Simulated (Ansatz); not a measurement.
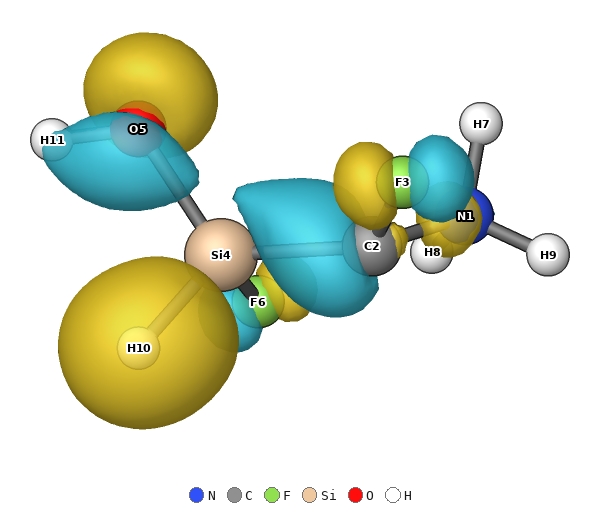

Figure. CH5F2NOSi. The HOMO−1 at ±0.15 Å⁻³ᐟ² (yellow and cyan are the two phases), seen from one side.

Theory: Ansatz, RKS PBE0-D4/def2-SVP.

The calculation's input:

```
crystal:
  periodic: [false, false, false]
  atoms:
    - { symbol: "N", position_ang: [0.0417, -1.7659, 0.0798] }
    - { symbol: C, position_ang: [0.7836, -0.5572, 0.4578] }
    - { symbol: F, position_ang: [1.8987, -0.6068, -0.2894] }
    - { symbol: Si, position_ang: [0.0127, 1.1203, 0.127] }
    - { symbol: O, position_ang: [-0.6277, 1.2806, -1.4443] }
    - { symbol: F, position_ang: [-1.3819, 1.1682, 1.0487] }
    - { symbol: H, position_ang: [-0.066, -1.7196, -0.943] }
    - { symbol: H, position_ang: [-0.9046, -1.6382, 0.4551] }
    - { symbol: H, position_ang: [0.68219, -2.30233, 0.69917] }
    - { symbol: H, position_ang: [0.8005, 2.2695, 0.5011] }
    - { symbol: H, position_ang: [-1.5587, 1.0056, -1.5285] }
basis:
  gaussian: { orbitals: def2-SVP }
hamiltonian:
  xc: pbe0
  dispersion: d4
relax:
  f_tol: 0.02
  max_steps: 50
output:
  orbitals: {}
```

Launched as:

```sh
ansatz run input.yaml --threads 2 --pin off --max-ram 3072MiB --backend cpu --events-out ev --progress --plain --runs-dir out
```

The fields are those of the relaxed geometry.

### Describe this orbital and give its energy.

It lies mainly on O5 (about 30 %), H10 (about 25 %), Si4 (about 20 %), C2 (about 10 %) and F3 (about 5 %). Its energy is −8.51 eV.
